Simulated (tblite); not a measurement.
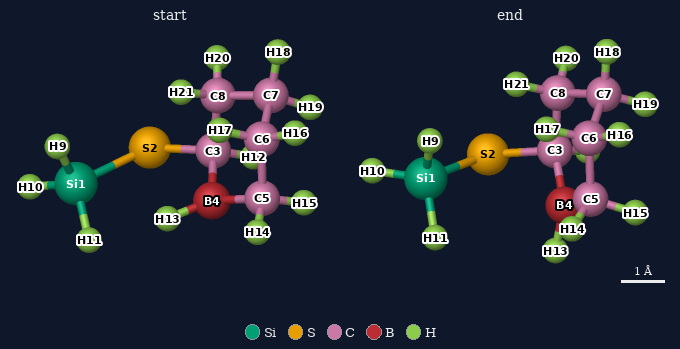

The structure of C5H13BSSi before (left) and after (right) a relaxation, at one scale.

Style: ball-and-stick. Shown at a tilt.

Method: GFN2-xTB geometry optimisation, gas phase in tblite. 

What changed between the two?

H13 moves most after the best rigid fit: 1.74 Å. By element the largest moves are H 1.74 Å, Si 0.50 Å, B 0.43 Å, C 0.29 Å, S 0.19 Å. Some distances before and after: S2–C3 1.785 → 1.856 Å, C3–B4 1.604 → 1.571 Å, C3–H12 1.124 → 1.097 Å, C8–H21 1.117 → 1.093 Å. Bond angles that change, for instance: B4–C3–C8 104.2° → 116.3°, Si1–S2–C3 114.6° → 102.8°, S2–C3–H12 113.4° → 101.6°. Groups turn about C3–C8 by about 20°, Si1–S2 by about 20°. The energy falls by 0.720 eV in 111 geometry steps. Cost: 1.8 s on 1 thread of Arm Neoverse N1, on a shared host.
